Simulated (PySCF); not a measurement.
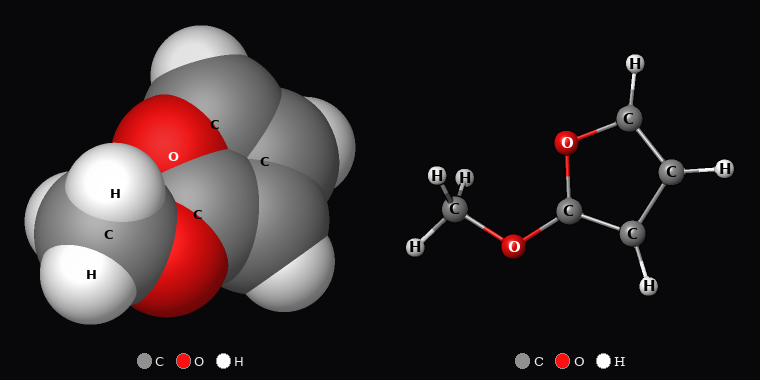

Two views of one molecule.

Count the atoms of each element.

Answer. C5H6O2, 13 atoms: 5 carbon, 6 hydrogen and 2 oxygen.

What is its SMILES?

Answer. COc1ccco1

More results for the same structure follow; atom numbers are the same in all pictures, views and colours differ. The geometry was computed by an optimisation with PBE0-D3(BJ)/def2-SVP. No frequency run is at hand to confirm it as a minimum.

### Geometry

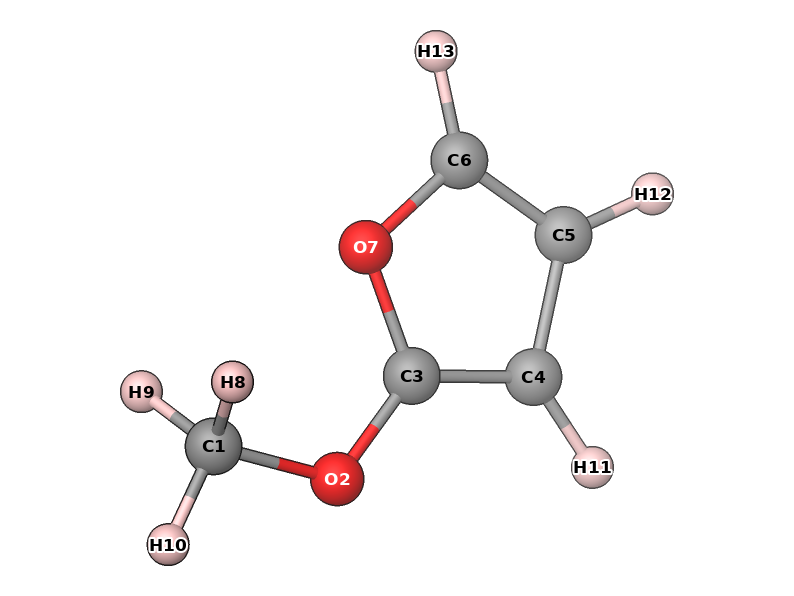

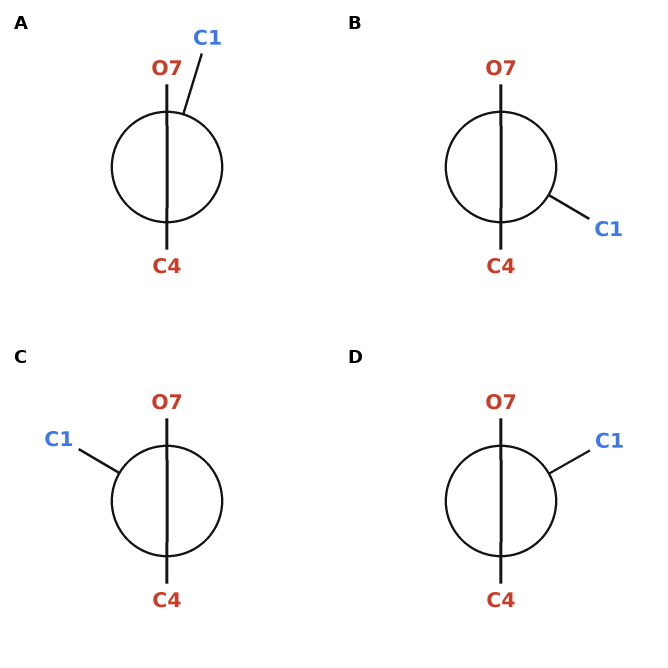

Atoms fade into the background with distance from the viewer. Bonds that would overlap in a projection are set slightly apart. No frequency run is at hand to confirm it as a minimum.

Which Newman projection shows the view along C3–O2, with C3 in front?

Answer. A. The torsion angle O7–C3–O2–C1 is 0°, synperiplanar (eclipsed).

### NMR shielding

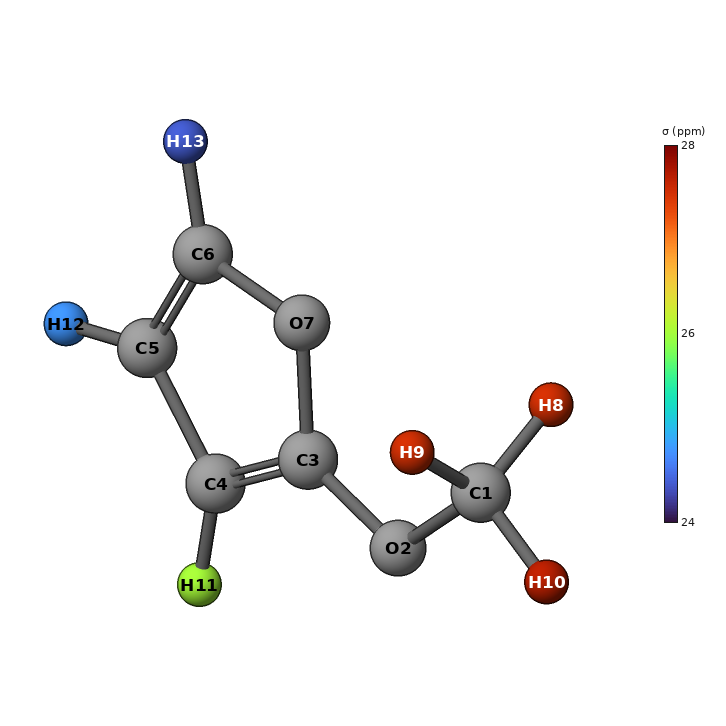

Atoms are coloured by their isotropic NMR shieldings (H only, the others grey). No frequency run is at hand to confirm it as a minimum. Level of theory: GIAO ωB97X-D/pcSseg-2 NMR shielding, non-relativistic, gas phase (PySCF 2.14.0).

List the isotropic NMR shieldings of the H atoms.

| atom | σ (ppm) |
| --- | --- |
| H8 | 27.49 |
| H9 | 27.50 |
| H10 | 27.63 |
| H11 | 26.03 |
| H12 | 24.78 |
| H13 | 24.43 |

### Bond orders

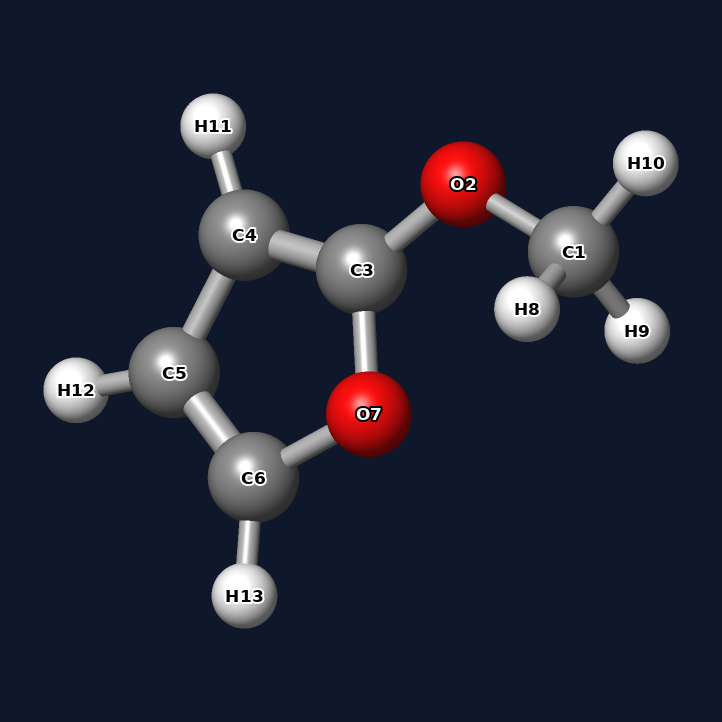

The thickness of each stick grows with its Mayer bond order. No frequency run is at hand to confirm it as a minimum. Level of theory: PBE0/pcSseg-1 (PySCF 2.14.0).

Which bond has the highest Mayer bond order?

Answer. C5–C6, 1.64, at a length of 1.359 Å.

List the Mayer bond orders of C1–O2, C1–H8, C1–H10, O2–C3, C3–C4, C3–O7, C4–C5, C4–H11, C5–C6, C5–H12, C6–O7, C6–H13 (one bond of each equivalent set).

```
  bond  Mayer order  length (Å)
 C1–O2         0.89       1.410
 C1–H8         0.96       1.102
C1–H10         0.97       1.096
 O2–C3         1.05       1.327
 C3–C4         1.55       1.366
 C3–O7         1.08       1.342
 C4–C5         1.23       1.433
C4–H11         0.99       1.086
 C5–C6         1.64       1.359
C5–H12         0.98       1.088
 C6–O7         1.00       1.366
C6–H13         0.98       1.085
```

### Quadrupole coupling

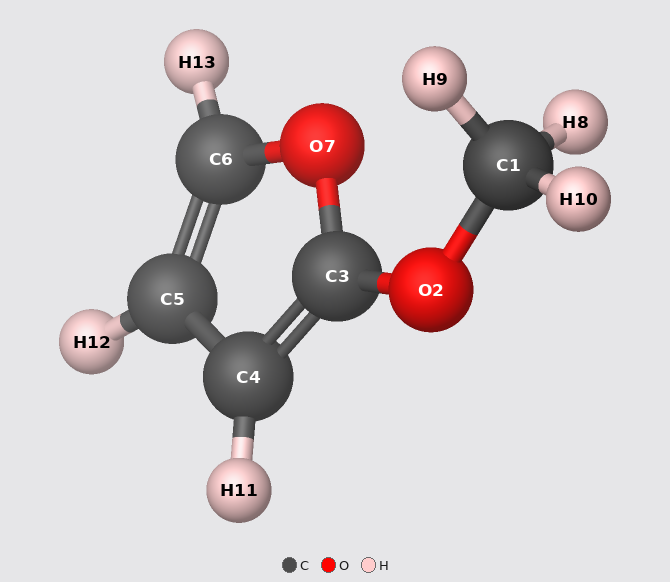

No frequency run is at hand to confirm it as a minimum. Electric field gradients from the ground-state density, PBE0/pcSseg-1 (PySCF 2.14.0), non-relativistic apart from any core potentials.

Give the largest field-gradient component, the quadrupole coupling constant and the asymmetry for 17O at O2 (Q = −25.6 mb), 17O at O7 (Q = −25.6 mb).

```csv
atom,V_zz (a.u.),e²qQ/h (MHz),η
O2,1.966,−11.82,0.71
O7,1.485,−8.94,0.18
```

### Polarisability

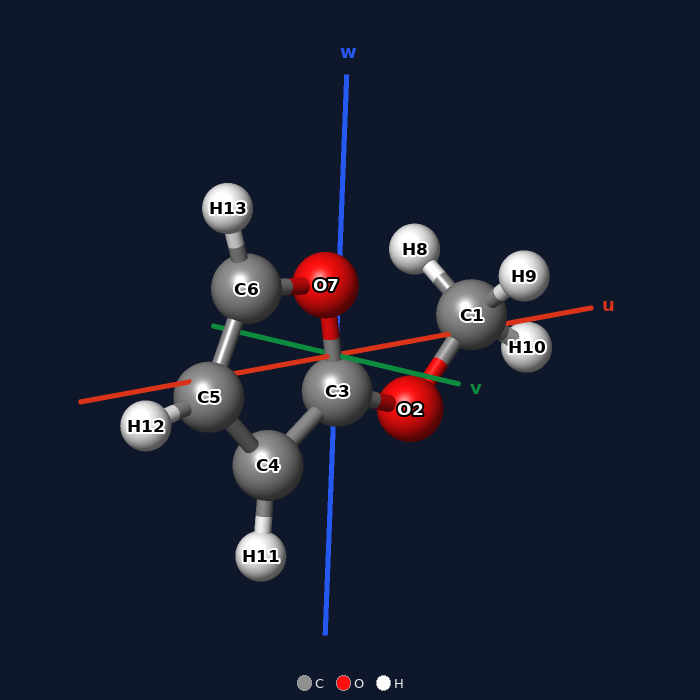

The lines u, v and w are the principal axes of the static dipole polarisability. No frequency run is at hand to confirm it as a minimum. Level of theory: CAM-B3LYP/def2-SVPD (PySCF 2.14.0).

Along which axis is the molecule most polarisable, and along which least?

Answer. Most along u (nearly parallel to the C6–O7 bond), least along v.

Give the three principal values.

Answer. u 83.0, v 45.2, w 66.7 bohr³; mean 65.0, anisotropy 32.8 bohr³.
